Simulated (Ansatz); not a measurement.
**Lattice dynamics of NbTe2 monolayer (1T)**

Wanted: phonon frequencies of NbTe2 monolayer (1T) and what follows from them.

Program: Ansatz 0.2.0. Level of theory: DFT PBEsol, scalar-relativistic, plane waves, PAW. Results are calculated unless marked as measured.

## (1) Set-up

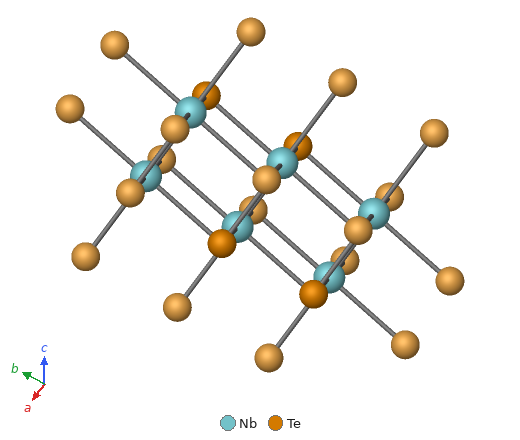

The starting structure, seen from a free direction (niobium teal, tellurium orange). 1×2×1 cells are drawn. Some periodic images of atoms are drawn too.

The cell holds 3 atoms: 1 Nb and 2 Te. Cell: a = 3.670 Å, b = 3.670 Å, c = 20.000 Å, α = 90.0°, β = 90.0°, γ = 120.0°. Vacuum lies along c.

## (2) Rough relaxation

A rough relaxation comes first, because large forces or stress need no tight tolerances yet.

The program solves this slab on a cell height of its own, 30.4 Å, in place of the one typed.

input.yaml reads:

```yaml
crystal:
  lattice:
    - [3.67, 0.0, 0.0]
    - [-1.835, 3.17831, 0.0]
    - [0.0, 0.0, 20.0]
  atoms:
    - { symbol: Nb, position: [0.0, 0.0, 0.5] }
    - { symbol: Te, position: [0.333333, 0.666667, 0.5828] }
    - { symbol: Te, position: [0.666667, 0.333333, 0.4172] }
  periodic: [true, true, false]
kpoints:
  mp_grid: { grid: [6, 6, 1] }
hamiltonian:
  xc: pbesol
scf:
  occupations: { method: gaussian, width: 0.1 }
output:
  forces: true
  stress: true
  eigenvalues: true
relax:
  adjacent_minimum: "off"
  f_tol: 0.05
  max_steps: 80
  cell: { stress_2d_tol: 0.02 }
```

Launch:

```
> ansatz run input.yaml --threads 8 --pin off --max-ram 14336MiB --backend cpu --events-out ev --progress --plain --runs-dir out
```

Numbers of over 12 decimals in the logs are rounded to 6 here.

The program printed:

```text
[...]
F+E_penalty+E_count = -18299.69306721 eV   max|allowed force component| = 7.007e-5 eV/Å   (the final SCF, on the basis selected at the relaxed cell)
  cell:  # Å, volume = 339.5692 Å³
    - [3.589969, 0.0, 0]
    - [-1.794985, 3.109004, 0]
    - [0, 0, 30.424]
  atoms:
    - { symbol: Nb, position: [0, 0, 0.328688] }
    - { symbol: Te, position: [0.333333, 0.666667, 0.389679] }
    - { symbol: Te, position: [0.666667, 0.333333, 0.267696] }
[key lines of the parts left out:]
SCF converged after 6 iterations
Free energy (F): -18299.693067 eV
Fermi energy:    -4.482849 eV
P = ½ c Tr σ = -0.0033 N/m
```

Wall time 4.4 s (8 threads of Arm Neoverse V2, shared host); peak memory 0.72 GiB; 29 s of CPU time.

Step by step:

```csv
step,energy less that of the first step (eV),largest force component (eV/Å),volume (Å³)
1,0.0000,2.0453,354.88
2,-0.2972,0.4075,356.92
3,-0.3454,0.0827,343.60
4,-0.3482,0.0083,339.09
5,-0.3482,0.0000,339.57
6*,-0.3476,0.0001,339.57
```

Relaxation steps marked * repeat the geometry before them on a plane-wave basis chosen anew for their cell, so energy and pressure can jump there.

Forces are held to the 12 operations that the run works with; a distortion that breaks them can't arise in this run.

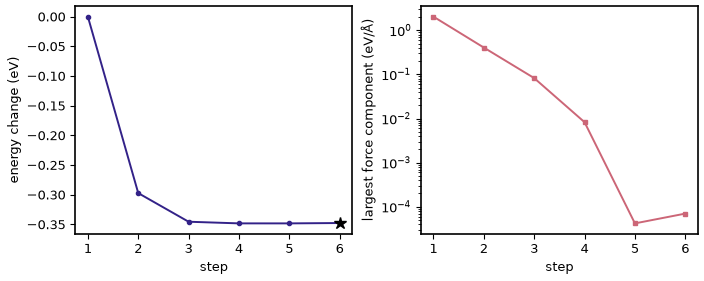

Energy and largest force along the relaxation. Stars mark steps on a basis chosen anew.

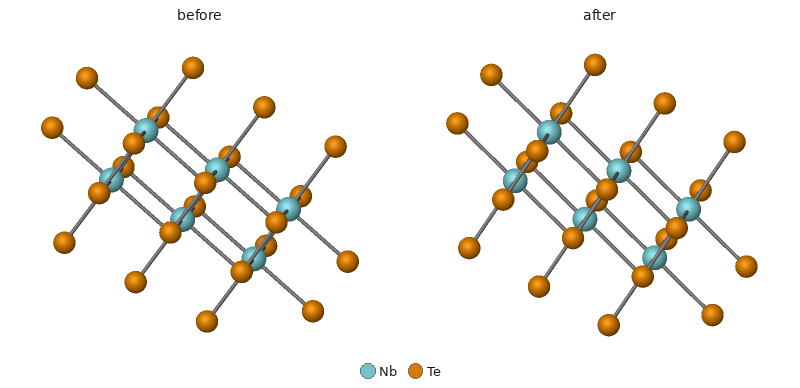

The structure before and after the relaxation, drawn at the same scale.

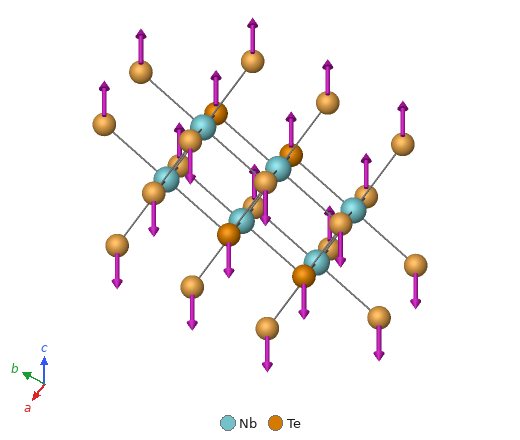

Displacements in the relaxation, exaggerated, measured against the changing cell; the longest in the cell stands for 0.20 Å. 1×2×1 cells are drawn. Some periodic images of atoms are drawn too.

```csv
cell as run,before,after,change
a (Å),3.670,3.590,-2.2 %
b (Å),3.670,3.590,-2.2 %
```

The atoms that moved most (Å, along periodic axes as changes of fractional coordinates times the final cell, across vacuum about the mean position):

```csv
atom,dx,dy,dz,length
Te2,0.000,0.000,0.200,0.200
Te3,0.000,0.000,-0.200,0.200
```

The relaxed structure:

```xyz
3
Lattice="3.5900 0.0000 0.0000 -1.7950 3.1090 0.0000 0.0000 0.0000 30.4240" Properties=species:S:1:pos:R:3
Nb    0.0000    0.0000   10.0000
Te    0.0000    2.0727   11.8556
Te    1.7950    1.0363    8.1444
```

This step gave:

* gap on the k-mesh: 0 eV
* area per atom: 3.72 Å²

The relaxation ends with a largest force component of 7.0e-5 eV/Å.

## (3) Relaxation

Harmonic phonons are second derivatives at a point where the forces vanish, and they are wanted at zero stress, so atoms and cell are relaxed first.

input.yaml reads:

```yaml
crystal:
  lattice:
    - [3.5899690423, 0.0, 0.0]
    - [-1.7949845211, 3.1090043894, 0.0]
    - [0.0, 0.0, 30.424]
  atoms:
    - { symbol: Nb, position: [0.0, 0.0, 0.328687878] }
    - { symbol: Te, position: [0.3333333333, 0.6666666667, 0.3896793032] }
    - { symbol: Te, position: [0.6666666667, 0.3333333333, 0.2676964528] }
  periodic: [true, true, false]
kpoints:
  mp_grid: { grid: [15, 15, 1] }
hamiltonian:
  xc: pbesol
scf:
  occupations: { method: gaussian, width: 0.1 }
output:
  forces: true
  stress: true
  eigenvalues: true
  write_density: true
  write_potential: true
  elf: true
  volumetric_format: npy
relax:
  adjacent_minimum: "off"
  f_tol: 0.005
  max_steps: 80
  cell: { stress_2d_tol: 0.02 }
```

The program printed:

```text
[...]
Crystal: 3 atoms, lattice volume = 339.569 Å³
Basis set: ecut = 420 eV, 6467 PW (Γ), exchange–correlation on 48×48×432 points (8 copies of the dense FFT grid, shifted against one another)
Bands: 27, of which v1, the nominal top of the filled ones, is band 23 counted from 1 (22 counted from 0)
Symmetry: 12 space group operations
[...]
k-points: 27 of 225
[...]
SCF iter   1: F=—  HF=-18299.686872 eV  |F-HF|=—  |Δ(HF+E_count)|=         —  Δρ=1.87e-3  dr2=1.29e-2  ethr=1.77e-3  ⟨swp⟩=12.9  Hψ=5024  notcnv=0
[...]
SCF iter   7: F=-18299.686495 eV  HF=-18299.686495 eV  |F-HF|=1.62e-8  |Δ(HF+E_count)|=   1.39e-7  Δρ=1.09e-6  dr2=5.45e-9  ethr=2.22e-10  ⟨swp⟩=13.1  Hψ=5686  notcnv=0
SCF 1 converged in 7 iterations: F = -18299.686495 eV  dr2 = 5.45e-9
[...]
relax step   1: F+E_penalty+E_count = -18299.68649528 eV  Δ(F+E_penalty+E_count) = +0.000e0 eV  max|allowed force component| = 2.918e-2 eV/Å  Δτ_max = 0.0000 Å  P = -0.089 N/m  Ω = 339.569 Å³  fix = [c, alpha, beta]  reactions: c +0.000 N/m  (7 SCF iters, dr2 threshold 1.00e-7 eV, accepted)
Crystal: 3 atoms, lattice volume = 338.182 Å³
[...]
SCF iter   5: F=-18299.686506 eV  HF=-18299.686506 eV  |F-HF|=1.19e-7  |Δ(HF+E_count)|=   3.17e-7  Δρ=2.89e-6  dr2=4.62e-8  ethr=1.18e-10  ⟨swp⟩=16.1  Hψ=7965  notcnv=0
SCF 2 converged in 5 iterations: F = -18299.686506 eV  dr2 = 4.62e-8
relax step   2: F+E_penalty+E_count = -18299.68650571 eV  Δ(F+E_penalty+E_count) = -1.043e-5 eV  max|allowed force component| = 6.255e-2 eV/Å  Δτ_max = 0.0117 Å  P = -0.152 N/m  Ω = 338.182 Å³  energy of the carried Pulay correction = +5.636e-5 eV  fix = [c, alpha, beta]  (5 SCF iters, dr2 threshold 5.32e-8 eV, rejected (line search))
Crystal: 3 atoms, lattice volume = 338.598 Å³
[...]
SCF iter   8: F=-18299.686821 eV  HF=-18299.686821 eV  |F-HF|=7.28e-11  |Δ(HF+E_count)|=  9.09e-10  Δρ=1.10e-8  dr2=3.65e-13  ethr=1.00e-12  ⟨swp⟩=13.1  Hψ=5174  notcnv=0
SCF 3 converged in 8 iterations: F = -18299.686821 eV  dr2 = 3.65e-13
relax step   3: F+E_penalty+E_count = -18299.68682085 eV  Δ(F+E_penalty+E_count) = -3.256e-4 eV  max|allowed force component| = 1.668e-3 eV/Å  Δτ_max = 0.0052 Å  P = -0.054 N/m  Ω = 338.598 Å³  energy of the carried Pulay correction = +3.942e-5 eV  fix = [c, alpha, beta]  reactions: c -0.000 N/m  (8 SCF iters, accepted)
[...]
relax step   4: F+E_penalty+E_count = -18299.68685797 eV  Δ(F+E_penalty+E_count) = -3.713e-5 eV  max|allowed force component| = 1.095e-3 eV/Å  Δτ_max = 0.0009 Å  P = -0.011 N/m  Ω = 338.231 Å³  energy of the carried Pulay correction = +5.437e-5 eV  fix = [c, alpha, beta]  reactions: c -0.000 N/m  (5 SCF iters, dr2 threshold 3.92e-9 eV, accepted)
[...]
SCF iter   6: F=-18299.686805 eV  HF=-18299.686805 eV  |F-HF|=6.18e-11  |Δ(HF+E_count)|=  8.73e-11  Δρ=6.67e-9  dr2=4.31e-13  ethr=1.00e-12  ⟨swp⟩=7.0  Hψ=3311  notcnv=0
SCF 5 converged in 6 iterations: F = -18299.686805 eV  dr2 = 4.31e-13
relax step   5: F+E_penalty+E_count = -18299.68680460 eV  Δ(F+E_penalty+E_count) = +5.337e-5 eV  max|allowed force component| = 1.088e-3 eV/Å  Δτ_max = 0.0000 Å  P = -0.011 N/m  Ω = 338.231 Å³  fix = [c, alpha, beta]  reactions: c -0.000 N/m  stress off target by 1.07e-2 N/m on what of the cell is left free  SCF on the basis re-selected at this cell (its energy is not comparable with the rows above)  (6 SCF iters)
[...]
SCF converged after 6 iterations
Free energy (F): -18299.686805 eV
[...]
Internal energy: -18299.677605 eV  (E = F + TS)
E sigma→0 (E₀):  -18299.682205 eV
Entropy (-TS):   -0.009200 eV (-3.067 meV/atom)
Fermi energy:    -4.645758 eV
[...]
--- Forces (eV/Å), atoms counted from 1 ---
  atom   1  Nb    -0.00000000    -0.00000000     0.00000000
  atom   2  Te     0.00000000    -0.00000000    -0.00108835
  atom   3  Te     0.00000000     0.00000000     0.00108835
  max |Σ_I F_I| component: 4.63e-18 eV/Å
--- 2D stress c σ (N/m, compression-positive) ---
       -0.010669      -0.000000       0.000000
        0.000000      -0.010669      -0.000000
        0.000000      -0.000000      -0.000000
  P = ½ c Tr σ = -0.0107 N/m
--- Band table (eV; the first three rows and the last of 27) ---
  k-point 0: bands = [... 19 lower, -6.4878, -4.9710, -4.4242, -4.4242, -3.1998, -3.1998, -0.6144, -0.6144]
  k-point 1: bands = [... 19 lower, -6.2889, -5.0179, -4.6387, -4.5843, -3.3279, -3.0814, -1.0275, -0.7014]
  k-point 2: bands = [... 19 lower, -6.1592, -5.5536, -4.8892, -4.8538, -3.4652, -2.9022, -1.6910, -0.8691]
  k-point 26: bands = [... 19 lower, -7.7350, -7.2120, -7.2120, -3.5693, -3.5693, -3.0788, -1.3366, -1.3366]
--- Relaxed structure (4 steps of the walk, 3 accepted, 1 SCFs on fresh bases) ---
[...]
cell:  # Å, volume = 338.2309 Å³
    - [3.582887, -2.8810528180504264e-11, 0]
    - [-1.791444, 3.102872, 0]
    - [0, 0, 30.424]
  atoms:
    - { symbol: Nb, position: [0, 0, 0.328687878] }
    - { symbol: Te, position: [0.333333, 0.666667, 0.389878] }
    - { symbol: Te, position: [0.666667, 0.333333, 0.267498] }
```

Wall time 11 s (8 threads); peak memory 1 GiB; 78 s of CPU time.

Relaxation path:

```csv
step,energy less that of the first step (eV),largest force component (eV/Å),volume (Å³)
1,0.0000,0.0292,339.57
2,0.0000,0.0625,338.18
3,-0.0003,0.0017,338.60
4,-0.0004,0.0011,338.23
5*,-0.0003,0.0011,338.23
```

Relaxation steps marked * repeat the geometry before them on a plane-wave basis chosen anew for their cell, so energy and pressure can jump there. Relaxation step 2 was tried and not accepted.

Forces are held to the 12 operations that the run works with; a distortion that breaks them can't arise in this run.

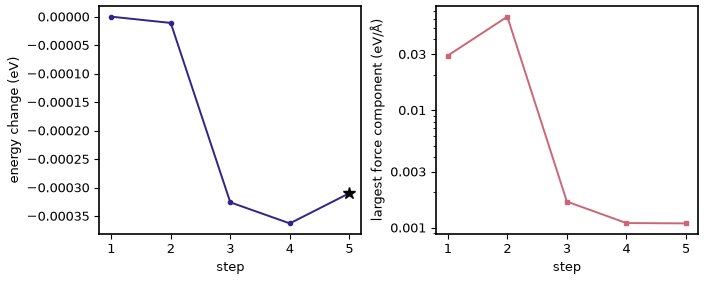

Energy and largest force along the relaxation. Stars mark steps on a basis chosen anew.

```csv
cell as run,before,after,change
a (Å),3.590,3.583,-0.2 %
b (Å),3.590,3.583,-0.2 %
```

Final coordinates:

```xyz
3
Lattice="3.5829 0.0000 0.0000 -1.7914 3.1029 0.0000 0.0000 0.0000 30.4240" Properties=species:S:1:pos:R:3
Nb    0.0000    0.0000   10.0000
Te    0.0000    2.0686   11.8616
Te    1.7914    1.0343    8.1384
```

This step gave:

- area per atom: 3.706 Å²

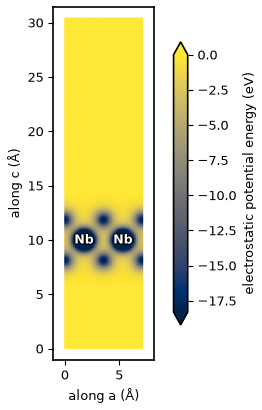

Electrostatic potential energy in the ac plane at fractional y = 0.000, with atoms of Nb within 0.2 Å of it. With pseudopotentials it is smooth inside the atoms' cores, unlike the true potential. The map starts off the cell's origin, so that atoms lie inside it.

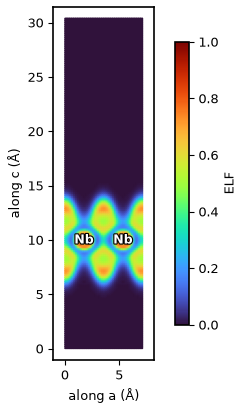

ELF in the ac plane at fractional y = 0.000, with atoms of Nb within 0.2 Å of it. It is the smooth field of the valence electrons, not physical close to the nuclei. The map starts off the cell's origin, so that atoms lie inside it.

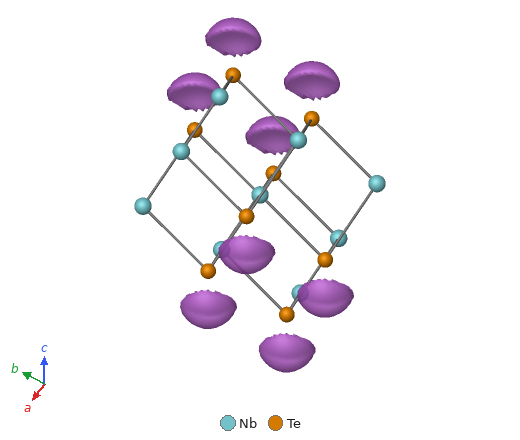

Surface of ELF = 0.78. 2×2×1 cells are drawn.

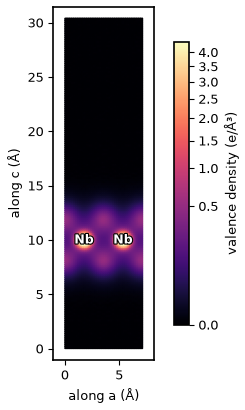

Valence density in the ac plane at fractional y = 0.000, with atoms of Nb within 0.2 Å of it. It is the smooth field of the valence electrons, not physical close to the nuclei. The map starts off the cell's origin, so that atoms lie inside it. The colour scale is stretched toward low values.

## (4) Relaxing to small forces for the phonons

Phonons need a cell at rest on their own settings, so the relaxation is repeated with tight tolerances on forces and stress, using the mesh and the filling of the phonon run that follows.

input.yaml, the sections that differ from step 3:

```yaml
crystal:
  lattice:
    - [3.582887424, 0.0, 0.0]
    - [-1.791443712, 3.1028715281, 0.0]
    - [0.0, 0.0, 30.424]
  atoms:
    - { symbol: Nb, position: [0.0, 0.0, 0.328687878] }
    - { symbol: Te, position: [0.3333333333, 0.6666666667, 0.3898778654] }
    - { symbol: Te, position: [0.6666666667, 0.3333333333, 0.2674978906] }
  periodic: [true, true, false]
kpoints:
  mp_grid: { grid: [18, 18, 1] }
scf:
  occupations: { method: methfessel_paxton, width: 0.15 }
relax:
  adjacent_minimum: "off"
  f_tol: 0.001
  max_steps: 60
  cell: { stress_2d_tol: 0.002 }
# hamiltonian, output: as in step 3
```

The program printed:

```text
[...]
Crystal: 3 atoms, lattice volume = 338.231 Å³
Basis set: ecut = 420 eV, 6467 PW (Γ), exchange–correlation on 48×48×432 points (8 copies of the dense FFT grid, shifted against one another)
Bands: 27, of which v1, the nominal top of the filled ones, is band 23 counted from 1 (22 counted from 0)
Symmetry: 12 space group operations
[...]
k-points: 37 of 324
[...]
k-point 36: bands = [... 19 lower, -7.7377, -7.2128, -7.2128, -3.5709, -3.5709, -3.0737, -1.3345, -1.3345]
--- Relaxed structure (4 steps of the walk, 4 accepted, 1 SCFs on fresh bases) ---
[...]
cell:  # Å, volume = 337.9704 Å³
    - [3.581508, 0, 0]
    - [-1.790754, 3.101677, 0]
    - [0, 0, 30.424]
  atoms:
    - { symbol: Nb, position: [0, 0, 0.328687878] }
    - { symbol: Te, position: [0.333333, 0.666667, 0.389903] }
    - { symbol: Te, position: [0.666667, 0.333333, 0.267473] }
[key lines of the parts left out:]
SCF converged after 6 iterations
Free energy (F): -18299.679262 eV
Fermi energy:    -4.655978 eV
P = ½ c Tr σ = 0.0004 N/m
```

Wall time 13 s (8 threads); peak memory 1 GiB.

Little changed from the start: no atom moved by 0.005 Å and no cell edge by 0.1 %.

Numbers from this step:

- area per atom: 3.703 Å²

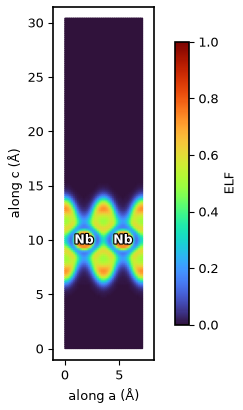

ELF in the ac plane at fractional y = 0.000, with atoms of Nb within 0.2 Å of it. It is the smooth field of the valence electrons, not physical close to the nuclei. The map starts off the cell's origin, so that atoms lie inside it.

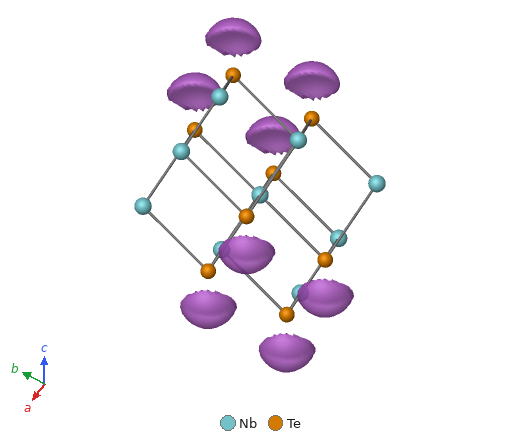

Surface of ELF = 0.78. 2×2×1 cells are drawn.

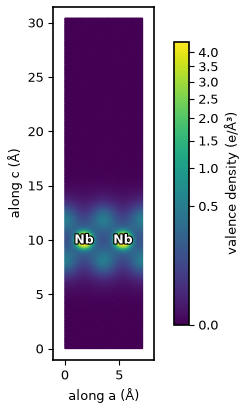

Valence density in the ac plane at fractional y = 0.000, with atoms of Nb within 0.2 Å of it. It is the smooth field of the valence electrons, not physical close to the nuclei. The map starts off the cell's origin, so that atoms lie inside it. The colour scale is stretched toward low values.

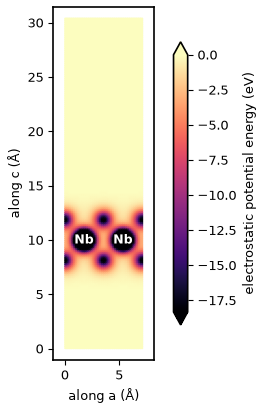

Electrostatic potential energy in the ac plane at fractional y = 0.000, with atoms of Nb within 0.2 Å of it. With pseudopotentials it is smooth inside the atoms' cores, unlike the true potential. The map starts off the cell's origin, so that atoms lie inside it.

The largest force component left is 0.043 meV/Å, within the tolerances set.

[end of part 1 of 2]

[Logs are printed without paths, hosts, clocks, repeated set-up lines and the standing remarks that a program may print on its own settings, such as how far it seeks lower states.]

[Hosts, paths, dates, database ids (printed as entryN), source tags and the programs' standing remarks are cut or masked in the printed files.]
